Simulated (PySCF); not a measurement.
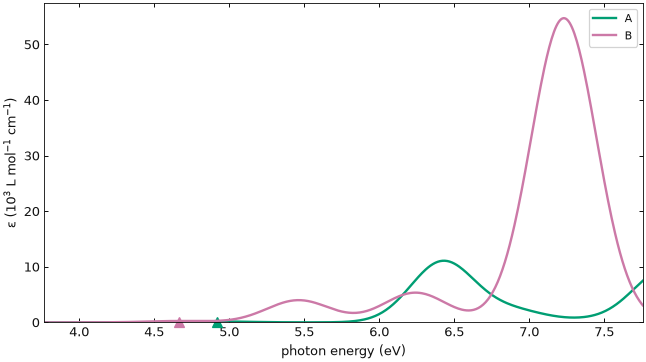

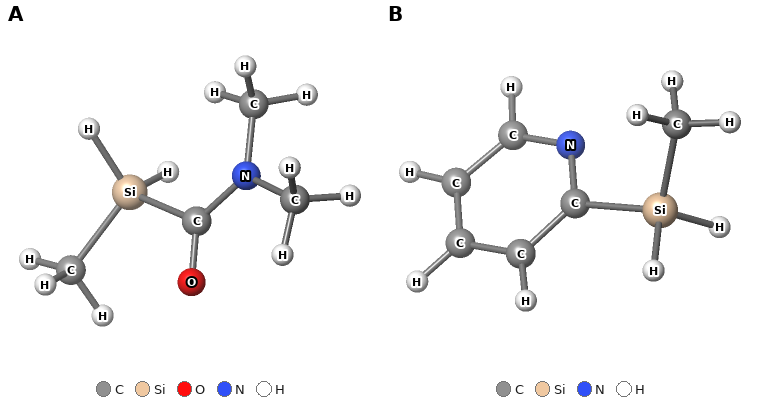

Related molecules: A is C₄H₁₁NOSi, SMILES C[SiH2]C(=O)N(C)C; B is C₆H₉NSi, SMILES C[SiH2]c1ccccn1. Vertical TDDFT absorption, ωB97X-D/def2-SVPD, PySCF, at a PBE0-D3(BJ)/def2-SVP geometry (no frequency check); Gaussians of 1/e half-width 0.30 eV, triangles mark S1, and the range ends where the computed states of one molecule run out.

> How does the lowest singlet move?

A: 4.92 eV (f = 0.003, mainly HOMO → LUMO (95 %)); B: 4.67 eV (f = 0.005, mainly HOMO → LUMO (97 %)). From A to B it shifts 0.26 eV to the red.

> And the brightest state of each within the range drawn?

A: S2 at 6.42 eV, f = 0.20; B: S7 at 7.26 eV, f = 0.71.

Limits of at least one run: core orbitals are frozen in the response; one conformer of a flexible molecule.
